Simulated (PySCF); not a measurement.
The calculation's input:

```
{"job": {"kind": "uv", "xc": "CAM-B3LYP", "basis": "def2-SVPD", "nstates": 8, "ntriplets": 3}, "charge": 0, "multiplicity": 1}
C     -0.251972     1.638562    -1.094269
C     -0.242878     0.239317    -0.475601
Si     1.271930     0.040076     0.685154
P      3.069810     0.344500    -0.625716
Si    -1.895097    -0.164814     0.358527
C     -1.865641    -2.022651     0.833492
O     -0.886282    -2.720626     0.758263
H     -1.033718     1.729599    -1.846795
H      0.704216     1.855871    -1.571584
H     -0.430149     2.395864    -0.333429
H     -0.106619    -0.482820    -1.289646
H      1.271464     1.137530     1.665223
H      1.267023    -1.236687     1.397241
H      3.108296    -0.958708    -1.090224
H      3.991093     0.078682     0.369746
H     -3.041860     0.012625    -0.541725
H     -2.122180     0.590774     1.593610
H     -2.816195    -2.470775     1.196077
```

Command:

```sh
OMP_NUM_THREADS=1 python probes_run.py task.json out
```

Geometry: GFN2-xTB.

Computed with PySCF, CAM-B3LYP/def2-SVPD, SCF density, gas phase.

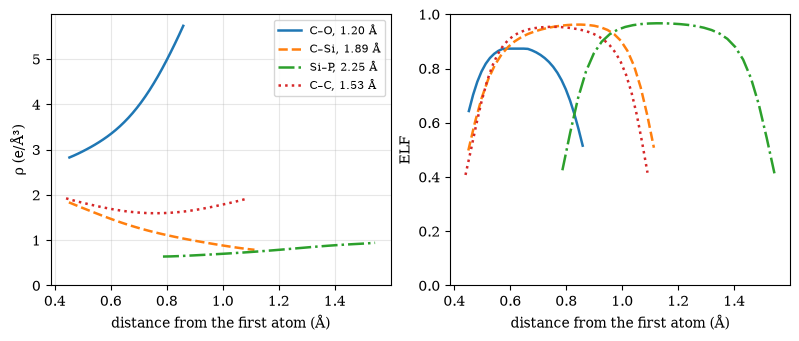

C$_{3}$H$_{11}$OPSi$_{2}$. Total electron density and ELF along straight lines between neighbouring atoms. The curves leave out the atomic cores.

Question: What can be read from the curves?

Answer: C–O (1.20 Å): the density is about 3.4 e/Å³ at the midpoint; the ELF peaks at about 0.85 between the atoms: a short, multiple covalent bond.
C–Si (1.89 Å): ρ at the midpoint is about 0.94 e/Å³; the ELF peaks at about 0.95 between the atoms, as expected for localised, covalent bonding.
Si–P (2.25 Å): ρ is about 0.75 e/Å³ halfway; the ELF peaks at about 0.95 between the atoms, as expected for a covalent bond.
C–C (1.53 Å): ρ at the midpoint is about 1.6 e/Å³; the ELF peaks at about 0.95 between the atoms, as expected for a covalent bond.
